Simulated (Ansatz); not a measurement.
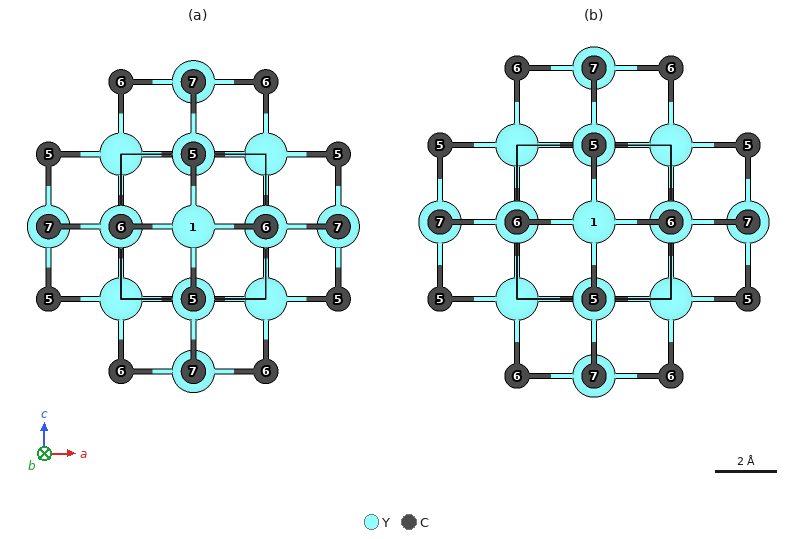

The structure of a crystal of Y$_{4}$C$_{3}$ (a generated structure, set up in Pm-3m) (coarse preliminary run) before (left) and after (right) a relaxation, at one scale.

The picture is a ball-and-stick view of the cell of the calculation, seen along the b axis.

All numbers below come from DFT PBE, scalar-relativistic, plane waves, PAW (Ansatz 0.2.0).

Input
```yaml
crystal:
  lattice:
    - [4.76261522, 0.0, 0.0]
    - [0.0, 4.76261522, 0.0]
    - [0.0, 0.0, 4.76261522]
  atoms:
    - { symbol: "Y", position: [0.5, 0.5, 0.5] }
    - { symbol: "Y", position: [0.5, 0.0, 0.0] }
    - { symbol: "Y", position: [0.0, 0.5, 0.0] }
    - { symbol: "Y", position: [0.0, 0.0, 0.5] }
    - { symbol: C, position: [0.5, 0.5, 0.0] }
    - { symbol: C, position: [0.0, 0.5, 0.5] }
    - { symbol: C, position: [0.5, 0.0, 0.5] }
basis:
  ecutwfc: 420
kpoints:
  mp_grid: { grid: [4, 4, 4] }
hamiltonian:
  xc: pbe
scf:
  occupations: { method: gaussian, width: 0.1 }
  lower_state_search: "off"
output:
  forces: true
  stress: true
  eigenvalues: true
relax:
  adjacent_minimum: "off"
  f_tol: 0.04
  max_steps: 70
  cell: { stress_tol: 0.4 }
```

Command:
```bash
ansatz run input.yaml --threads 1 --pin off --max-ram 2048MiB --backend cpu --events-out ev --progress --plain --runs-dir out
```

What changed between the two?

Answer. No atom moves by more than 0.005 Å relative to the cell. The volume changes by +20.2 %, with a = b = c 4.763 → 5.064 Å (+6.3 %). Near-neighbour distances that change, for instance: Y1–Y2 3.368 → 3.581 Å, Y1–C5 2.381 → 2.532 Å. The space group stays Pm-3m (No. 221). After 3 accepted moves (4 points after the start) the energy has fallen by 1.706 eV per cell of the calculation. All forces vanish by symmetry, so only the cell relaxes. The pressure goes from 27.96 to 0.39 GPa. The SCF was repeated once at an unchanged geometry on a basis and grid sized afresh for the cell, which shifted the energy by 37.3 meV per cell of the calculation at most. Cost: 11 s on 1 thread of Intel(R) Xeon(R) Platinum 8375C CPU @ 2.90GHz (Ice Lake) (shared host), peak memory 0.42 GiB.
